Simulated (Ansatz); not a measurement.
FH₃Si···HCl···HF

Input

```
crystal:
  periodic: [false, false, false]
  atoms:
    - { symbol: Si, position_ang: [-0.68143, 1.296101, -0.588256] }
    - { symbol: Cl, position_ang: [1.936094, -0.895044, -0.936722] }
    - { symbol: H, position_ang: [-0.739427, 0.602159, -1.912117] }
    - { symbol: H, position_ang: [-1.833179, 2.250586, -0.450889] }
    - { symbol: H, position_ang: [0.613961, 2.011773, -0.368837] }
    - { symbol: H, position_ang: [-0.224441, -1.58032, 1.725175] }
    - { symbol: F, position_ang: [-0.889218, 0.169305, 0.625501] }
    - { symbol: H, position_ang: [1.464331, -1.566429, 0.092896] }
    - { symbol: F, position_ang: [0.353409, -2.288232, 1.813148] }
basis:
  gaussian: { orbitals: def2-SVP }
hamiltonian:
  xc: pbe
  dispersion: d4
relax:
  f_tol: 0.03
  max_steps: 50
output:
  orbitals: {}
```

Run with:

```sh
ansatz run input.yaml --threads 2 --pin off --max-ram 3072MiB --backend cpu --events-out ev --progress --plain --runs-dir out
```

The fields are those of the relaxed geometry.

Level of theory: RKS PBE-D4/def2-SVP in Ansatz 0.2.0.

**Predict the electron density and electron localisation function between the atoms.**

F7···H6 (1.61 Å): the density falls to about 0.3 e/Å³ on the way; the ELF dips to about 0.15 between them: a closed-shell contact with the geometry of a hydrogen bond.
Si–F (1.68 Å): ρ at the midpoint is about 0.88 e/Å³; the ELF peaks at about 0.85 in the valence shell of F, 0.6 Å from its nucleus, and is about 0.45 at the midpoint.
F–H (0.96 Å): ρ at the midpoint is about 4.3 e/Å³; the ELF climbs to about 1 towards the hydrogen, as it does in any bond to H (an ordinary covalent bond to hydrogen).
Cl–H (1.32 Å): the density is about 1.8 e/Å³ at the midpoint; the ELF climbs to about 1 towards the hydrogen (a covalent bond by its length).

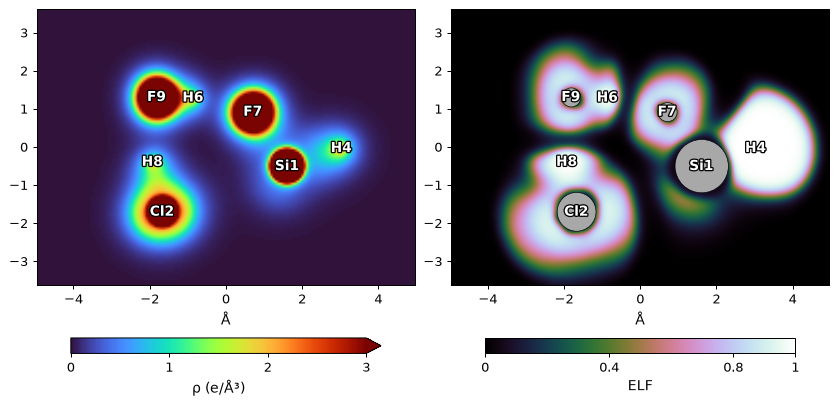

Computed electron density and electron localisation function on the plane of atoms H4, Si1 and F7, in this order. Grey discs cover the atomic cores in the ELF map. 
